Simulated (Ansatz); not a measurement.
```yaml
crystal:
  lattice:
    - [3.44435, 0.00000, 0.00000]
    - [0.00000, 5.81499, 0.00000]
    - [0.00000, 0.00000, 5.82232]
  atoms:
    - { symbol: Si, position: [0.50000, 0.00000, 0.57264] }
    - { symbol: Si, position: [0.00000, 0.75220, 0.94312] }
    - { symbol: O, position: [0.50000, 0.79092, 0.38614] }
    - { symbol: O, position: [0.00000, 0.00000, 0.08337] }
    - { symbol: O, position: [0.00000, 0.00000, 0.66181] }
    - { symbol: O, position: [0.50000, 0.76266, 0.84413] }
    - { symbol: Hf, position: [0.50000, 0.50000, 0.53043] }
    - { symbol: Si, position: [0.00000, 0.24780, 0.94312] }
    - { symbol: O, position: [0.50000, 0.20908, 0.38614] }
    - { symbol: O, position: [0.00000, 0.50000, 0.10407] }
    - { symbol: O, position: [0.00000, 0.50000, 0.70090] }
    - { symbol: O, position: [0.50000, 0.23734, 0.84413] }
```

Space group Pmm2; a structure from a database of computed crystals, not necessarily the ambient phase; started from the tetragonal host prototype, which need not be the ambient phase; not relaxed (largest force 0.4 eV/Å); computed pressure about 7 GPa in this cell.

These are results of DFT, PBE, plane waves, PAW (Ansatz 0.2.0), not measurements.

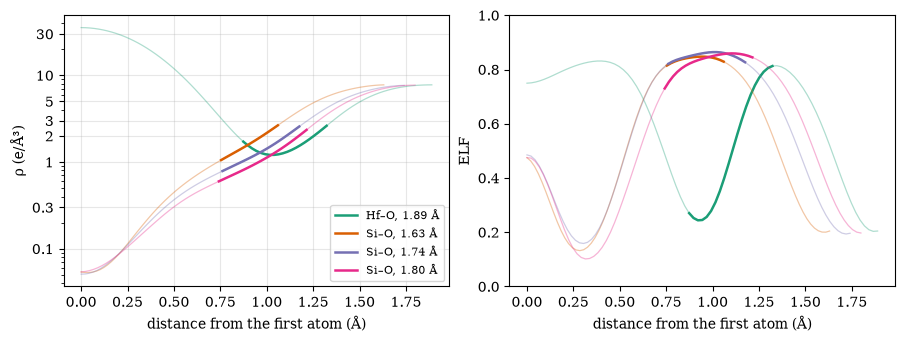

HfSi3O8. Valence charge density (pseudo) and ELF along straight lines between neighbouring atoms. Thin, pale parts lie inside the atomic spheres.

Core electrons are frozen (PAW), and the valence fields are smoothed inside the atomic spheres.

**What can be read from the curves?**

Hf–O (1.89 Å): the density is about 1.3 e/Å³ at the midpoint; the ELF peaks at about 0.80 in the valence shell of O, 0.5 Å from its nucleus, and drops to about 0.25 between the two atoms (no localised pair shows between them).
Si–O (1.63 Å): ρ is about 1.2 e/Å³ halfway; the ELF peaks at about 0.85 between the atoms.
Si–O (1.74 Å): ρ is about 1 e/Å³ halfway; the ELF peaks at about 0.85 between the atoms.
Si–O (1.80 Å): ρ at the midpoint is about 0.86 e/Å³; the ELF peaks at about 0.85 between the atoms.
